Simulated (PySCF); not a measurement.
## A study: I$_{4}$Sn, SMILES `I[Sn](I)(I)I`

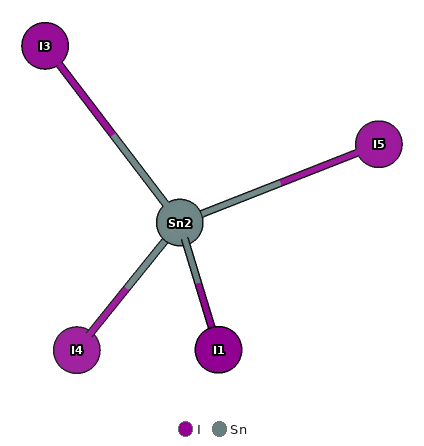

The molecule, with its atoms numbered as below. No frequency check shows the geometry to be a minimum.

Geometry (Å), atoms numbered from 1:

```
I1       1.1101   -1.9437    1.5820
Sn2     -0.0004   -0.0001   -0.0003
I3      -1.1099    1.9437    1.5820
I4      -1.9443   -1.1096   -1.5818
I5       1.9445    1.1097   -1.5819
```

### 1. Bonding charge

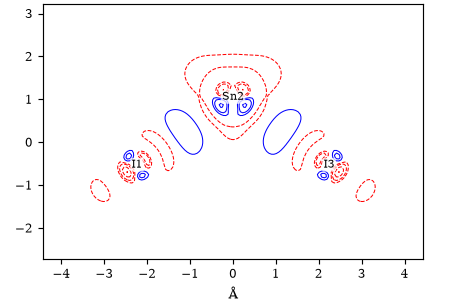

Deformation density (molecule less spherical, spin-averaged free atoms) in the plane of I1, Sn2 and I3; contours at ±0.05 to ±0.8 e/Å³; solid blue lines: gain, dashed red lines: loss.

Level of theory: ωB97X/def2-TZVP (PySCF), at a geometry from GFN2-xTB. Core potentials replace the inner electrons of I and Sn; spin–orbit coupling isn't included.

Question: Describe the bonding that the map shows.

Answer: Sn2–I3 and I1–Sn2: +0.09 e/Å³ at the bond critical point (bond length 2.74 Å, Mayer order 1.1). In all, 1.2 electrons gather in the regions of gain relative to the promolecule. A small or negative value marks a very polar bond, one between electron-rich atoms, whose free-atom densities already overlap strongly, a long bond to a heavier atom, or a closed-shell contact such as a hydrogen bond.

Question: Where do the Hirshfeld charges lie?

Answer: The highest Hirshfeld charge is on Sn2 (+0.32 e), the lowest on I1, I3, I4 and I5 (−0.08 e).

```tsv
atom	charge (e)
I1	−0.08
Sn2	+0.32
I3	−0.08
I4	−0.08
I5	−0.08
```

### 2. Local ionisation energy

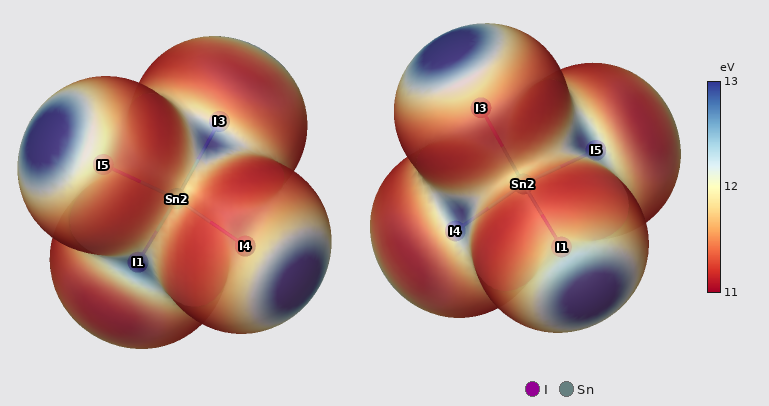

Average local ionisation energy on the surface of electron density 0.001 a.u. (back view left, front view right).

Question: Where are the most loosely bound electrons on this surface?

Answer: The lowest value is 11.1 eV, 2.4 Å from I5, and at like points elsewhere. For comparison, the highest occupied orbital lies at −10.1 eV.

Question: What volume does the surface enclose, and what is the dipole moment?

Answer: About 240 Å³; the dipole moment is 0.0 D.

### 3. In an electric field

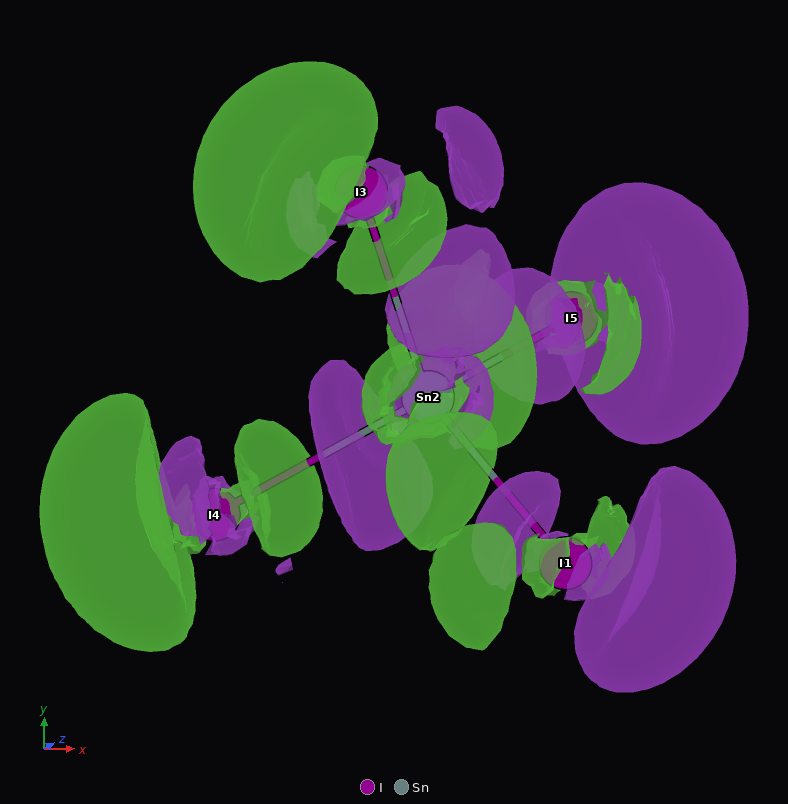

Change of the electron density in a uniform field of 0.21 V/Å, surfaces at ±0.002 e/Å³ (purple: gain, green: loss).

Method: ωB97X/def2-TZVP; geometry: GFN2-xTB; program: PySCF. Core potentials replace the inner electrons of I and Sn; spin–orbit coupling isn't included. A basis without diffuse functions makes polarisabilities too small.

The field was applied in both directions; the picture shows the one opposite to the script's first.

Question: Along which Cartesian direction does the field point?

Answer: Along −x: electrons gather on the +x side, against the field.

Question: How large is the response?

Answer: The induced dipole is 1.88 D (along the field); α along this axis, from the fields in both directions, is 185 bohr³ (27.5 Å³).
